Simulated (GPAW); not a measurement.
WS2 (P6_3/mmc): refractive index against wavelength

The refractive index of WS2 (P6_3/mmc) along x below the direct gap (1.74 eV on the mesh) is read from one computed spectrum, n = √(Re ε). x, y and z are the Cartesian axes of the input cell.

It takes space group P6_3/mmc (No. 194, hexagonal). Conventional cell: a = 3.180 Å, b = 3.180 Å, c = 12.500 Å, α = 90.00°, β = 90.00°, γ = 120.00°. W on site c has 6 S at 2.41 Å as nearest neighbours. Around S on site f lie 3 W at 2.41 Å.

Method: GPAW 26.7.0, PBE, RPA, k-mesh 12×12×3, local fields up to 70 eV, Lorentzian half width 0.12 eV.

Launch of the response step: `OMP_NUM_THREADS=1 python df.py`. The run took 8.9 min, its band step included, on 1 thread of Arm Neoverse V2, with other jobs on the host.

```tsv
wavelength (nm)	photon energy E (eV)	n
3000	0.413	3.5233
2000	0.620	3.5517
1550	0.800	3.5879
1310	0.946	3.6268
1064	1.165	?
```

In the single-oscillator model n² − 1 = E₀E_d/(E₀² − E²), so 1/(n² − 1) = E₀/E_d − E²/(E₀E_d) is linear in E².

Working, on the rows shown:

| x = E² (eV²) | y = 1/(n² − 1) |
| --- | --- |
| 0.170801 | 0.0876144 |
| 0.384302 | 0.0860987 |
| 0.639837 | 0.0842245 |
| 0.895757 | 0.0822796 |

Means: x̄ = 0.52267, ȳ = 0.085054. Σ(x − x̄)(y − ȳ) = -0.002178, Σ(x − x̄)² = 0.2959. Slope = -0.002178 / 0.2959 = -0.00736; intercept = ȳ − slope · x̄ = 0.088901. Turned back into n, the line misses the rows shown by at most 0.00064.

Problem. Fill in the last column of the withheld row.

Solution. At x = 1.3578 the line gives y = 0.078907, that is 3.6977. The run gave 3.7055, so the extrapolation is off by 0.0078, 4 % of the range in the table.

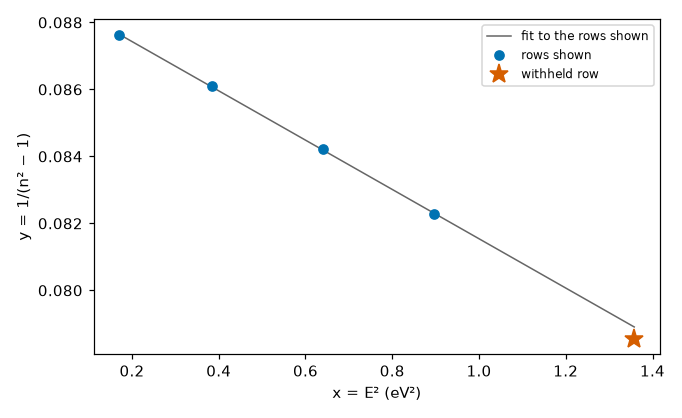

Refitted with all rows, the slope is -0.00764 and the intercept 0.089023. These give E₀ = √(intercept/−slope) = 3.41 eV and E_d = E₀/intercept = 38.3 eV; E₀ is 2.0 times the direct gap. The electronic limit at long wavelengths, without lattice vibrations, is n = √(1 + 1/intercept) = 3.498. The cell comes from an older database entry, whose edges can be off by a per cent or so. Excitons are left out; PBE gaps are as a rule too small. The values come from a sum over the points of one k-mesh and carry its error, which grows as the direct gap shrinks. This version of GPAW has incomplete matrix elements in the optical limit, which can lower ε − 1 by up to a tenth where first-row anions or d states rule. Spin-orbit coupling is left out.

[Logs are printed without paths, hosts, clocks, repeated set-up lines and the standing remarks that a program may print on its own settings, such as how far it seeks lower states.]
